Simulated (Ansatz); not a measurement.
```xyz
9

C     2.0924    0.0705    1.3186
C     1.2283   -0.2065    0.5238
Si   -0.1238   -0.5614   -0.6417
C    -1.5888    0.6491   -0.2994
O    -2.5856    0.6007   -0.9723
H     2.8606    0.3099    2.0184
H     0.3296   -0.3561   -2.0375
H    -0.6160   -1.9466   -0.4535
H    -1.5081    1.3941    0.5266
```

Geometry: PBE0-D4/def2-TZVP.

Theory: RKS PBE0-D4/def2-TZVPP (Ansatz 0.2.0).

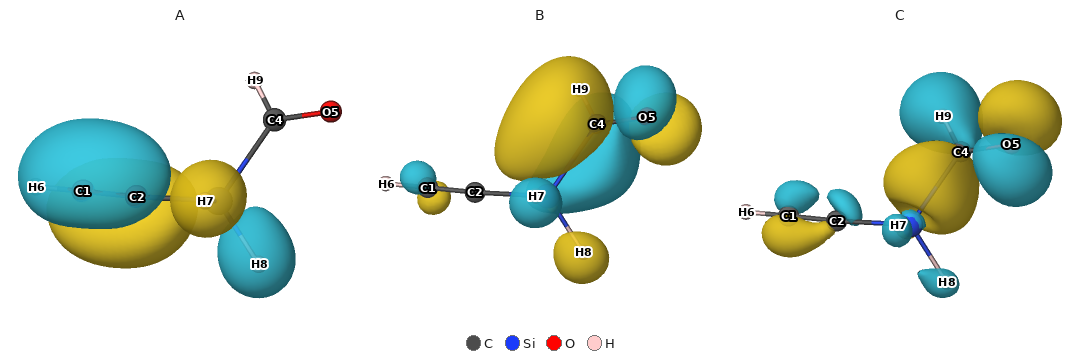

C3H4OSi. Three frontier orbitals at ±0.1 Å⁻³ᐟ² (yellow and cyan are the two phases), in no order.

> Which picture is the HOMO−1, the HOMO and the LUMO?

A is the HOMO−1 (−8.62 eV). By Hirshfeld shares it lies mainly on C1 (about 40 %) and C2 (about 40 %); π-bonding across C1–C2. C is the HOMO (−7.18 eV). It lies mainly on O5 (about 50 %), C4 (about 20 %), Si3 (about 15 %) and H9 (about 10 %). B is the LUMO (−1.84 eV). Its weight (Hirshfeld) is mainly on C4 (about 40 %), O5 (about 30 %) and Si3 (about 15 %); π-antibonding (π*) across C4–O5.

> What is the HOMO–LUMO gap?

5.34 eV between the orbital energies.
